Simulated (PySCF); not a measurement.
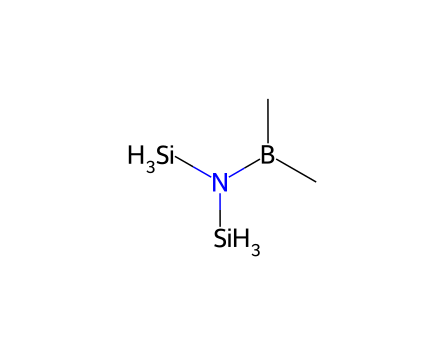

Computed geometry: GFN2-xTB optimisation. No frequency run is at hand to confirm it as a minimum. Method: ωB97X-D/def2-SVPD, gas phase (PySCF 2.14.0). Excitations: vertical, linear response.

Predict the main results.

The species is C₂H₁₂BNSi₂ (`CB(C)N([SiH3])[SiH3]`).
- dipole moment: 0.07 D
- HOMO energy (Kohn–Sham orbital): −9.67 eV
- LUMO energy (Kohn–Sham orbital): 1.60 eV
- HOMO–LUMO gap: 11.27 eV
- mean static polarisability: 96.3 bohr³
- lowest vertical singlet excitation: 6.86 eV
- its oscillator strength: 0.027
- brightest of the 8 lowest singlets: 7.46 eV
- its oscillator strength: 0.10

The geometry is semi-empirical. Around B, Si such bond lengths and angles can be off by a tenth of an ångström or more and by several degrees, and values that hang on the shape move with them.
